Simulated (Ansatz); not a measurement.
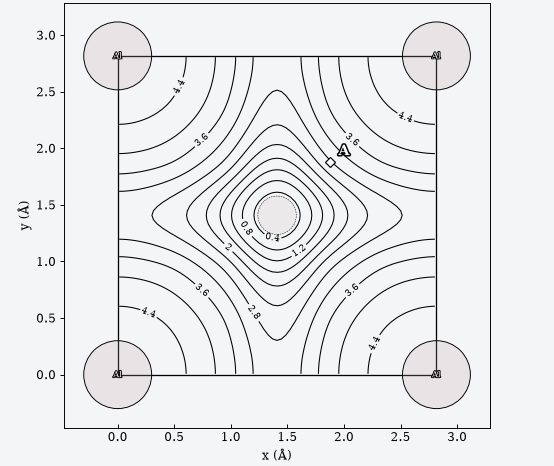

C on an Al(100) slab cut from the Fm-3m phase, its upper half relaxed before the scan (12 atoms of substrate and one adsorbate in a 2 × 2 cell). C is moved over the surface cell; relaxed at each place: the height of the adsorbate's atoms; substrate rigid; the origin of the map has the adsorbate above Al9. Places are given modulo a cell vector. The map is drawn in real space over the plane of the surface. The grid has 6 × 6 points; 10 points were computed and 26 follow by symmetry. Places are given in fractions of the 1 × 1 surface cell. Energies: eV, counted from the lowest grid point. These are results of DFT LDA, scalar-relativistic, plane waves, PAW (Ansatz 0.2.0), not measurements. Settings: cutoff 420 eV, k-mesh 5×5×1, gaussian smearing 0.1 eV, no spin polarisation.

In the figure: contour lines labelled in eV, labelled circles for the atoms of the top layer and small ones for the second layer, the outline of one cell of the plane, the point A. Between grid points the surface is interpolated.

Question: Which way does the force act at A, and how strong is it?

Answer: A, at (4/6, 4/6) of the cell vectors, is not a stationary point. The computed force is 3.9 eV/Å in the plane, pointing down and left in the picture (components −2.8 and −2.8 eV/Å).
